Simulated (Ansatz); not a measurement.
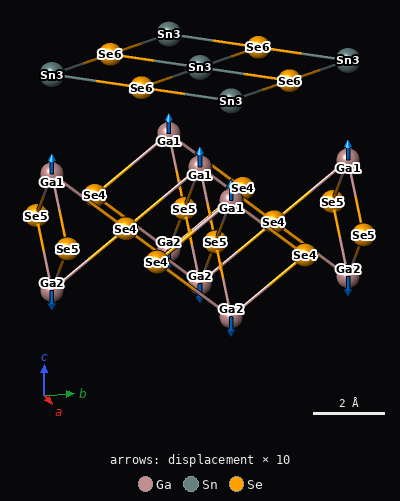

A relaxation of crystalline Ga2SnSe3 (a generated structure, set up in P4/mmm). The starting structure is drawn; blue arrows show the displacements (the part carried along by the change of the cell is left out), magnified 10 times.

Style: ball-and-stick. Shown: the atoms within 5.8 Å of the atom that moves most (axes of the cell of the calculation), slightly off an axis.

Computed with Ansatz, DFT PBE, scalar-relativistic, plane waves, PAW.

The input:
```yaml
crystal:
  lattice:
    - [4.2957401393, 0.0, 0.0]
    - [0.0, 4.2957401393, 0.0]
    - [0.0, 0.0, 9.1930035363]
  atoms:
    - { symbol: Ga, position: [0.0, 0.0, 0.6842688734] }
    - { symbol: Ga, position: [0.0, 0.0, 0.3157311266] }
    - { symbol: Sn, position: [0.0, 0.0, 0.0] }
    - { symbol: Se, position: [0.0, 0.5, 0.5] }
    - { symbol: Se, position: [0.5, 0.0, 0.5] }
    - { symbol: Se, position: [0.5, 0.5, 0.0] }
basis:
  ecutwfc: 420
kpoints:
  mp_grid: { grid: [10, 10, 4] }
hamiltonian:
  xc: pbe
scf:
  occupations: { method: gaussian, width: 0.1 }
output:
  forces: true
  stress: true
  eigenvalues: true
relax:
  adjacent_minimum: "off"
  f_tol: 0.01
  max_steps: 80
  cell: { stress_tol: 0.05 }
```

Command:
```bash
ansatz run input.yaml --threads 1 --pin off --max-ram 2560MiB --backend cpu --events-out ev --progress --plain --runs-dir out
```

Question: Atoms of which element are displaced furthest, and by how much?

Answer: Gallium: up to 0.065 Å, against 0.000 Å for tin.

Question: What did the optimiser do to the structure, and how much energy did it gain?

Answer: After 4 accepted moves (5 points after the start) the energy has fallen by 25.7 meV per cell of the calculation. The largest force component goes from 0.27 to 0.0097 eV/Å. The pressure goes from 0.25 to 0.00 GPa. At 1 point the geometry stayed and the basis and grid were re-selected for the new cell (energy shift of 0.1 meV per cell of the calculation at most each time). The largest moves relative to the cell, 0.065 Å, are those of Ga1 and Ga2. Ga1 goes along +c. Sn and Se stay in place. The volume changes by +0.8 %, with a = b 4.296 → 4.250 Å (−1.1 %), c 9.193 → 9.469 Å (+3.0 %). Some distances before and after: Ga1–Se4 2.735 → 2.791 Å, Sn3–Se6 3.038 → 3.005 Å. Bond angles that change, for instance: Se4–Ga1–Se4 103.5° → 99.2°, Ga1–Se4–Ga1 103.5° → 99.2°, Ga1–Se4–Ga2 76.5° → 80.8°. The space group stays P4/mmm (No. 123).

Limits of the set-up: layers or molecules are held without a dispersion correction, so their spacing is unreliable.
